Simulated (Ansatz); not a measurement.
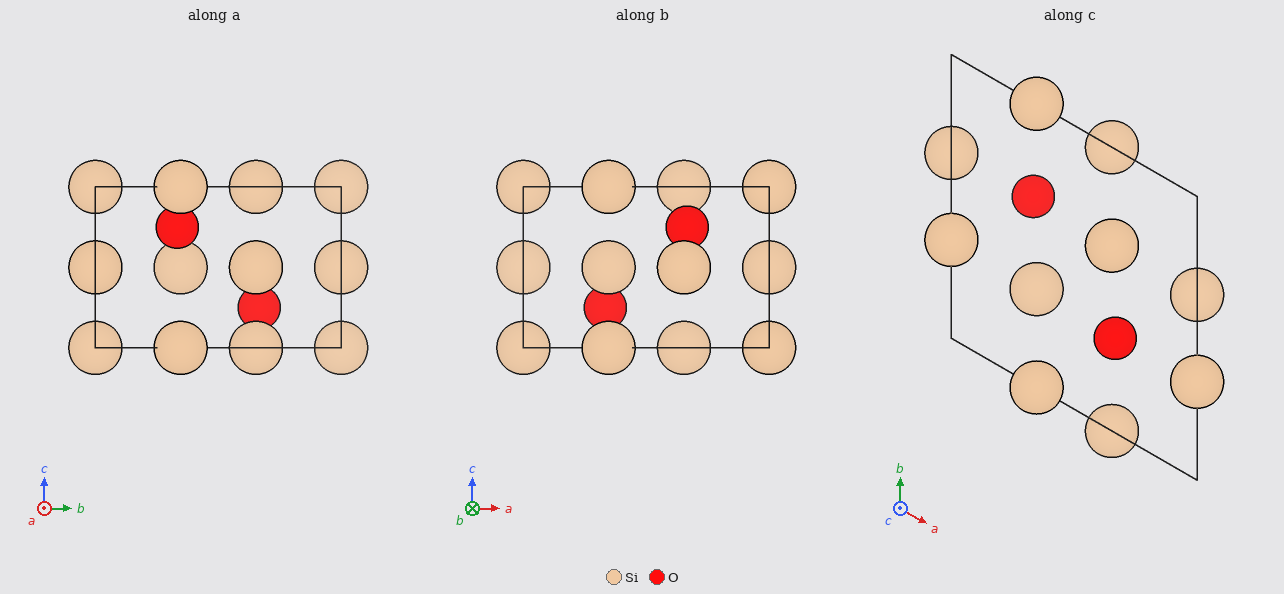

Spheres-only representation of a periodic structure, projected along the a axis, along the b axis and along the c axis. The conventional unit cell is drawn as a box.

Lattice parameters: a = 6.0442 Å, b = 6.0442 Å, c = 3.4282 Å, α = 90.000°, β = 90.000°, γ = 120.000°.

**Convert the drawing into a CIF in P1 with every atom of the cell, with free fractional coordinates to two decimals.**

```cif
data_structure
_symmetry_space_group_name_H-M 'P 1'
_symmetry_Int_Tables_number 1
_cell_length_a 6.0442
_cell_length_b 6.0442
_cell_length_c 3.4282
_cell_angle_alpha 90.000
_cell_angle_beta 90.000
_cell_angle_gamma 120.000
_cell_volume 108.46
loop_
_atom_site_label
_atom_site_type_symbol
_atom_site_fract_x
_atom_site_fract_y
_atom_site_fract_z
_atom_site_occupancy
Si1 Si 0.35 0.00 0.00 1
Si2 Si 0.35 0.35 0.50 1
Si3 Si 0.00 0.35 0.00 1
Si4 Si 0.65 0.00 0.50 1
Si5 Si 0.65 0.65 0.00 1
Si6 Si 0.00 0.65 0.50 1
O1 O 0.3333 0.6667 0.25 1
O2 O 0.6667 0.3333 0.75 1
```

Starting structure: a structure type filled with these elements by a generator (whether the compound takes this form wasn't checked). Earlier steps of the study, as a rule a relaxation of our own, may have changed the cell and positions, so they can lie some per cent off the listed ones. It went into a calculation with Ansatz.
